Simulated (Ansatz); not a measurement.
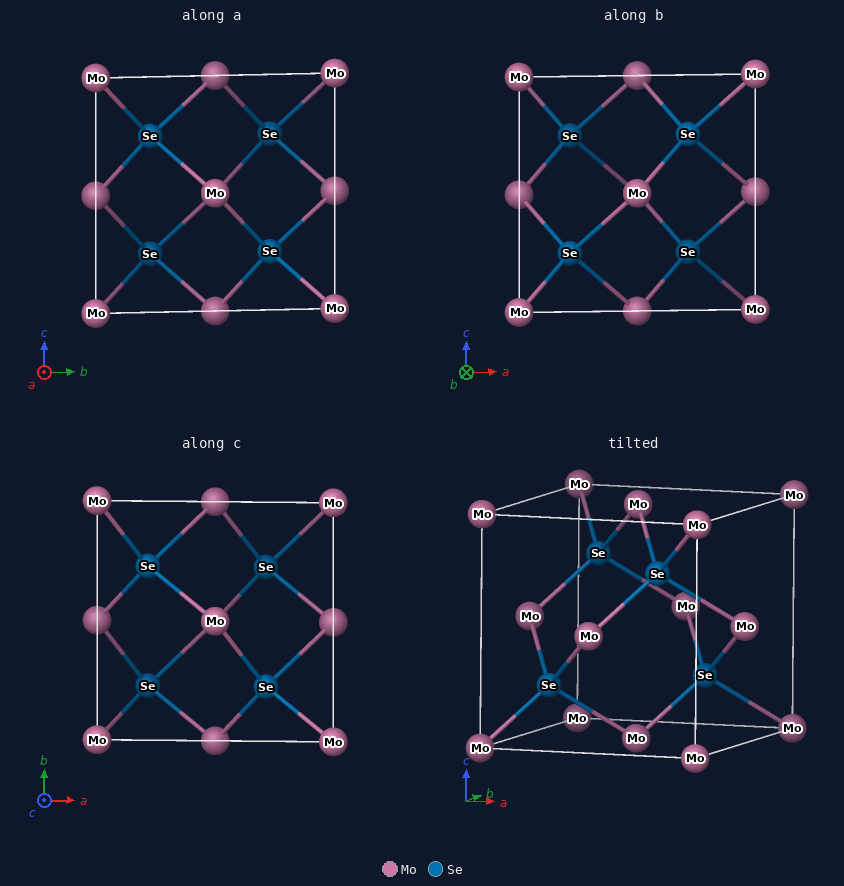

Ball-and-stick representation of a periodic structure, projected along the a axis, along the b axis, along the c axis and slightly off an axis. The wireframe shows the drawn cell (a repeat of the simulation cell).

Lattice parameters: a = 5.6676 Å, b = 5.7346 Å, c = 5.6466 Å, α = 88.817°, β = 89.271°, γ = 90.507°.

Record the structure as a CIF in P1 with every atom of the cell, with free fractional coordinates to two decimals.

```cif
data_structure
_symmetry_space_group_name_H-M 'P 1'
_symmetry_Int_Tables_number 1
_cell_length_a 5.6676
_cell_length_b 5.7346
_cell_length_c 5.6466
_cell_angle_alpha 88.817
_cell_angle_beta 89.271
_cell_angle_gamma 90.507
_cell_volume 183.46
loop_
_atom_site_label
_atom_site_type_symbol
_atom_site_fract_x
_atom_site_fract_y
_atom_site_fract_z
_atom_site_occupancy
Mo1 Mo 0.00 0.00 0.00 1
Mo2 Mo 0.50 0.50 0.00 1
Mo3 Mo 0.50 0.00 0.50 1
Mo4 Mo 0.00 0.50 0.50 1
Se1 Se 0.21 0.23 0.25 1
Se2 Se 0.71 0.73 0.25 1
Se3 Se 0.71 0.23 0.75 1
Se4 Se 0.21 0.73 0.75 1
```

Its origin is a structure type filled with these elements by a generator (whether the compound takes this form wasn't checked). The cell was then strained or its atoms displaced on purpose. It was the input of a calculation with Ansatz.

At this level of theory the run's own cell isn't at rest (forces up to 2.3 eV/Å), so its distances can differ from those at equilibrium, the more so the softer the solid.
